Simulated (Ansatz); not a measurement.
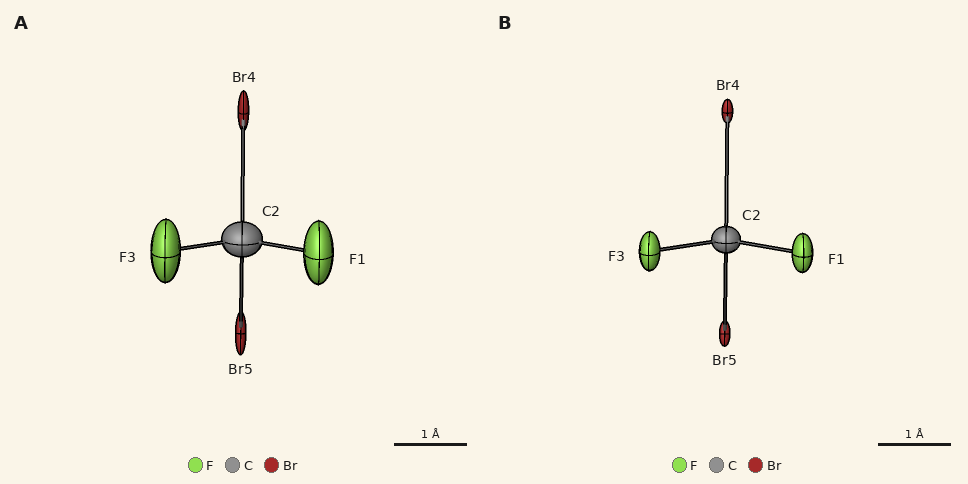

Displacement ellipsoids at the 50 % level, scaled by 3, from the internal vibrations of the free molecule (harmonic, no overall translation or rotation; no half-axis is drawn under 0.075 Å). Vibrations computed with RKS PBE0-D4/def2-TZVP (Ansatz 0.2.0). One panel is for 298 K, the other for 900 K.

**Which panel is for 900 K?**

A.

**How much does the mean-square displacement of Br5 grow, and why?**

U_eq goes from 0.00061 to 0.0017 Å², a factor of 2.8. Modes below kT (626 cm⁻¹ at 900 K) grow about in proportion to T, and the lowest lies at 164 cm⁻¹; the mean-square amplitude of a mode is its zero-point value times coth(ħω/2kT), which comes close to 1 only above about 3kT.
